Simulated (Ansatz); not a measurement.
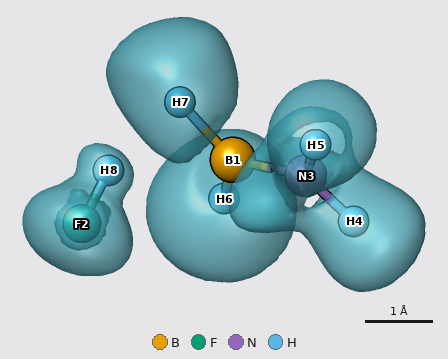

*BH4N···HF. Isosurface of the ELF at 0.75 (cyan), seen from one side. Core shells and regions of very low density are left out.*

Theory: Ansatz, RKS PBE/def2-SVP.

The calculation's input:

```
crystal:
  periodic: [false, false, false]
  atoms:
    - { symbol: B, position_ang: [0.061596, 0.427463, -0.390354] }
    - { symbol: F, position_ang: [0.082825, 0.082147, 2.113413] }
    - { symbol: "N", position_ang: [1.320621, 0.066913, -0.866974] }
    - { symbol: H, position_ang: [1.52673, -0.860074, -1.240609] }
    - { symbol: H, position_ang: [2.13727, 0.676902, -0.821302] }
    - { symbol: H, position_ang: [-0.877753, -0.33224, -0.502512] }
    - { symbol: H, position_ang: [-0.091441, 1.56196, -0.010505] }
    - { symbol: H, position_ang: [-0.126048, 0.902429, 1.723043] }
basis:
  gaussian: { orbitals: def2-SVP }
hamiltonian:
  xc: pbe
relax:
  f_tol: 0.03
  max_steps: 50
output:
  orbitals: {}
```

Command:

```sh
ansatz run input.yaml --threads 1 --pin off --max-ram 2048MiB --backend cpu --events-out ev --progress --plain --runs-dir out
```

The fields are those of the run's last geometry, not of the input's.

Q: Where are the electrons localised?

A: The surface consists of two regions around hydrogen nuclei, one joined region spread over several atoms (F, H), in which their bonds and any lone pairs are merged and one joined region spread over several atoms (H, N), in which their bonds and any lone pairs are merged. Along the contacts the grid gives the following. H7···H8 (1.59 Å): the ELF dips to about 0.15 between them. B–N (1.39 Å): the ELF peaks at about 0.90 between the atoms (a short, strongly polar bond).
